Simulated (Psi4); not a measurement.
**C2H2FSi (SMILES C#C[SiH]F): UMP3/def2-SVPD**

What is the vertical electron affinity of C2H2FSi at UMP3/def2-SVPD? 

The calculation is run with Psi4 1.11.

## Step 1: Starting point

The species is C2H2FSi (6 atoms), meant as a doublet with charge 0. SMILES: `C#C[SiH]F`. Geometry: relaxed at PBE0-D4/def2-TZVP.

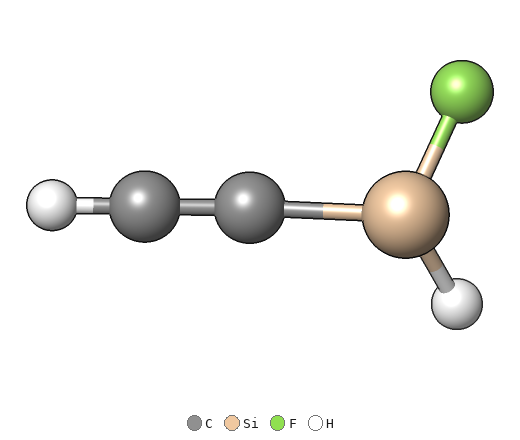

Viewed from a chosen angle; carbon grey, silicon light orange, fluorine green, hydrogen white.

## Step 2: A single-point energy at UMP3/def2-SVPD

Contents of job.dat:

```
memory 2.2 GB

molecule m {
  0 2
  C      0.118100    -0.680000    -1.605700
  C      0.120400    -0.213700    -0.490100
  Si     0.338300     0.466700     1.168800
  F     -0.478000    -0.412300     2.226800
  H      0.100300    -1.089200    -2.590300
  H     -0.157100     1.864400     1.244300
  units angstrom
  symmetry c1
}

set {
  basis def2-SVPD
  reference uhf
  puream true
  e_convergence 1e-09
  d_convergence 1e-08
  scf_type pk
  num_frozen_docc 8
  maxiter 100
  mp_type conv
}

E, wfn = energy('mp3', return_wfn=True)
```

Command:

```sh
$ psi4 -n 1 job.dat job.out
```

job.out:

```text
[...]
  Running in c1 symmetry.
[...]
  Nuclear repulsion =  130.576000701221830
[...]
  Multiplicity = 2
[...]
  Nalpha       = 19
  Nbeta        = 18
[...]
    Number of basis functions: 103
[...]
   @UHF iter   1:  -464.89746788937299   -1.01687e+00   3.96548e-03 DIIS/ADIIS
[...]
   @UHF iter  21:  -465.01180027818071   -1.43245e-11   7.62988e-09 DIIS
[...]
   @S^2 Observed:                8.198111529E-01
[...]
    Orbital Energies [Eh]
    ---------------------
    Alpha Occupied:
       1A    -68.833736     2A    -26.294599     3A    -11.274905
       4A    -11.236202     5A     -6.195866     6A     -4.311584
       7A     -4.304459     8A     -4.302743     9A     -1.573521
      10A     -1.036761    11A     -0.807408    12A     -0.745506
      13A     -0.687342    14A     -0.680877    15A     -0.660388
      16A     -0.539328    17A     -0.448781    18A     -0.429640
      19A     -0.349962
    Alpha Virtual:
      20A      0.080549    21A      0.091567    22A      0.113612
      23A      0.120871    24A      0.136100    25A      0.170049
[...]
  @UHF Final Energy:  -465.01180027818071
   => Energetics <=
    Nuclear Repulsion Energy =            130.5760007012218296
    One-Electron Energy =                -902.2661056127841448
    Two-Electron Energy =                 306.6783046333816287
    Total Energy =                       -465.0118002781807149
  UHF NO Occupations:
  HONO-2 :   17  A 1.9908396
  HONO-1 :   18  A 1.9759491
  HONO-0 :   19  A 1.0000000
  LUNO+0 :   20  A 0.0240509
  LUNO+1 :   21  A 0.0091604
[...]
 Multipole Moments:
 ------------------------------------------------------------------------------------
     Multipole            Electronic (a.u.)      Nuclear  (a.u.)        Total (a.u.)
 ------------------------------------------------------------------------------------
 L = 1.  Multiply by 2.5417464519 to convert [e a0] to [Debye]
 Dipole X            :         -0.0803274            0.3634083            0.2830808
 Dipole Y            :         -1.0133691            1.1874886            0.1741195
 Dipole Z            :          3.2606525           -3.9704923           -0.7098398
 Magnitude           :                                                    0.7837888
[...]
	SCS-MP2 Total Energy (a.u.)        :  -465.52520000426063
	SOS-MP2 Total Energy (a.u.)        :  -465.51885600145437
[...]
	SOS-PI-MP2 Total Energy (a.u.)     :  -465.55786028786002
[...]
	MP2 Total Energy (a.u.)            :  -465.53788800987320
[...]
	SCS-MP3 Total Energy (a.u.)        :  -465.52889951088849
[...]
	MP3 Total Energy (a.u.)            :  -465.55268603638473
[...]
```

It took 19 s on 1 thread of AMD EPYC 9R45 (Zen 5), shared host; peak memory 0.99 GiB.

## Step 3: The singlet anion, same level

Contents of c2h2fsi.dat:

```
memory 2200 MB

molecule {
  -1 1
  C      0.118100    -0.680000    -1.605700
  C      0.120400    -0.213700    -0.490100
  Si     0.338300     0.466700     1.168800
  F     -0.478000    -0.412300     2.226800
  H      0.100300    -1.089200    -2.590300
  H     -0.157100     1.864400     1.244300
  units angstrom
  symmetry c1
  no_reorient
  no_com
}

set puream true
set e_convergence 1e-09
set d_convergence 1e-08
set scf_type pk
set num_frozen_docc 8
set mp_type conv

energy('mp3/def2-SVPD')
```

Command:

```sh
$ psi4 c2h2fsi.dat c2h2fsi.out -n 1
```

c2h2fsi.out:

```text
[...]
  Running in c1 symmetry.
[...]
  Nuclear repulsion =  130.576000701221858
[...]
  Multiplicity = 1
[...]
  Nalpha       = 19
  Nbeta        = 19
[...]
    Number of basis functions: 103
[...]
   @RHF iter   1:  -464.87073316768999   -9.90130e-01   4.36611e-03 DIIS/ADIIS
[...]
   @RHF iter  14:  -465.00430007020179   -2.02363e-11   9.71275e-09 DIIS
[...]
    Orbital Energies [Eh]
    ---------------------
    Doubly Occupied:
       1A    -68.554822     2A    -26.077450     3A    -11.060536
       4A    -11.052863     5A     -5.918939     6A     -4.030519
       7A     -4.028675     8A     -4.027421     9A     -1.358193
      10A     -0.837514    11A     -0.588865    12A     -0.544956
      13A     -0.473899    14A     -0.467564    15A     -0.441735
      16A     -0.311173    17A     -0.244457    18A     -0.233670
      19A     -0.033435
[...]
  @RHF Final Energy:  -465.00430007020179
   => Energetics <=
    Nuclear Repulsion Energy =            130.5760007012218580
    One-Electron Energy =                -910.5872290616865712
    Two-Electron Energy =                 315.0069282902628629
    Total Energy =                       -465.0043000702017935
[...]
 Multipole Moments:
 ------------------------------------------------------------------------------------
     Multipole            Electronic (a.u.)      Nuclear  (a.u.)        Total (a.u.)
 ------------------------------------------------------------------------------------
 L = 1.  Multiply by 2.5417464519 to convert [e a0] to [Debye]
 Dipole X            :         -4.5020417            3.4173807           -1.0846610
 Dipole Y            :          2.8930166           -3.3332879           -0.4402713
 Dipole Z            :        -44.5724128           42.4878463           -2.0845665
 Magnitude           :                                                    2.3907626
[...]
	SCS-MP2 Total Energy (a.u.)        :  -465.55365146959224
	SOS-MP2 Total Energy (a.u.)        :  -465.54744621511770
[...]
	SOS-PI-MP2 Total Energy (a.u.)     :  -465.58922668780355
[...]
	MP2 Total Energy (a.u.)            :  -465.56606197854137
[...]
	SCS-MP3 Total Energy (a.u.)        :  -465.55780950466971
[...]
	MP3 Total Energy (a.u.)            :  -465.58269411885118
[...]
```

Wall time 9.3 s (1 thread of AMD EPYC 9R45 (Zen 5), shared host); peak memory 0.93 GiB.

## Step 4: Summary of results

Level: UMP3/def2-SVPD, 8 core orbitals frozen.

```
                                                                   quantity          value
                                              doublet C2H2FSi: total energy  -465.55269 Eh
doublet C2H2FSi: HOMO energy (Hartree–Fock orbitals) (highest over α and β)       -9.52 eV
 doublet C2H2FSi: LUMO energy (Hartree–Fock orbitals) (lowest over α and β)        1.01 eV
               doublet C2H2FSi: correlation energy (8 core orbitals frozen)     -540.9 mEh
                         doublet C2H2FSi: ⟨S²⟩ of the reference determinant          0.820
                                                singlet anion: total energy  -465.58269 Eh
                         singlet anion: HOMO energy (Hartree–Fock orbitals)       -0.91 eV
                         singlet anion: LUMO energy (Hartree–Fock orbitals)        6.09 eV
       singlet anion: HOMO–LUMO gap (to an unbound level, set by the basis)        7.00 eV
                 singlet anion: correlation energy (8 core orbitals frozen)     -578.4 mEh
                          vertical electron affinity (to the singlet anion)       0.817 eV
```

At fixed nuclei the extra electron is bound by 0.82 eV (78.8 kJ/mol). With no_com the log's rotational constants are taken about the origin, not the centre of mass, so they aren't the molecule's.
